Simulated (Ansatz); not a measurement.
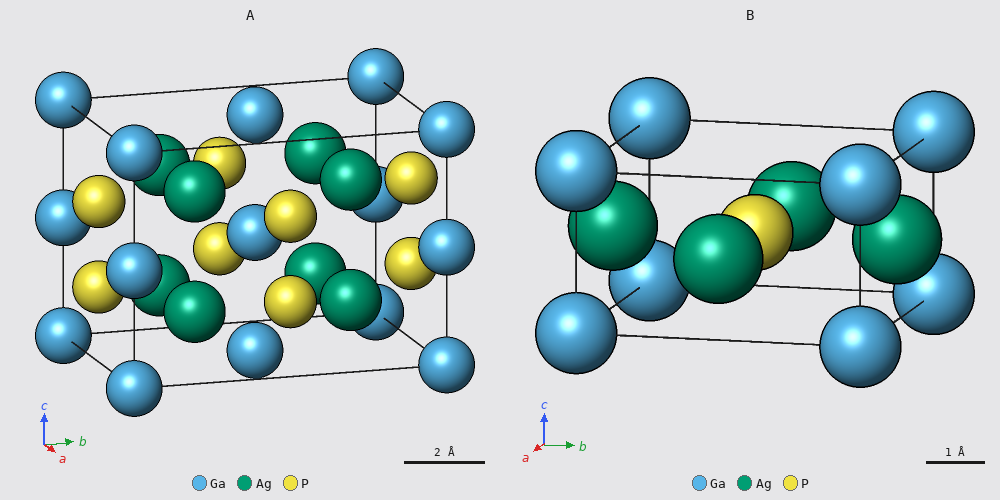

Two structures of GaAg₂P, each relaxed to rest (conventional cells in solid outline, small ones repeated, not to one scale). Method: DFT PBE, scalar-relativistic, plane waves, PAW in Ansatz, without spin polarisation.

Name structures A and B.

Answer. A: 16 atoms a cell on a base-centred orthorhombic lattice, Cmmm. B: 4 atoms a cell on a primitive tetragonal lattice, P4/mmm.

Compare their energies: which is lower?

Answer. A is lower, by 142 meV/atom at this level of theory (energies at zero smearing). Volumes: A 18.6, B 18.6 Å³/atom.

One or both may be structure types tried for this composition rather than known phases.
